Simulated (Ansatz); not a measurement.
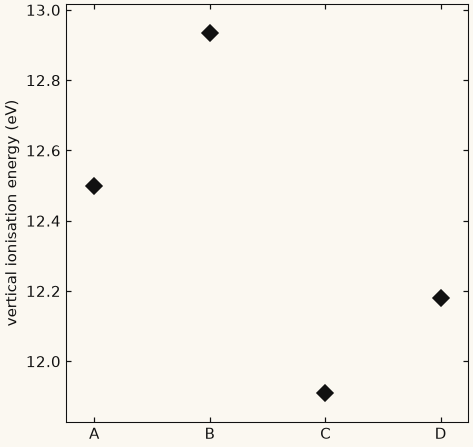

Vertical ionisation energy of C₂N₂, SMILES [C-]#[N+][N+]#[C-], taken as the energy of the cation less that of the neutral at fixed geometry (unrestricted doublet cation, cores frozen in correlated methods, no spin-orbit coupling), the Ansatz code 0.2.0, at a PBE0-D4/def2-TZVP geometry (a minimum by its frequencies).

> The letters stand for B3LYP-D4/def2-TZVPP, PBE-D4/def2-TZVPP, r2SCAN-D4/def2-TZVPP and ωB97X-V/def2-TZVPP. Which is which?

A: B3LYP-D4/def2-TZVPP (12.50 eV); B: ωB97X-V/def2-TZVPP (12.93 eV); C: PBE-D4/def2-TZVPP (11.91 eV); D: r2SCAN-D4/def2-TZVPP (12.18 eV).
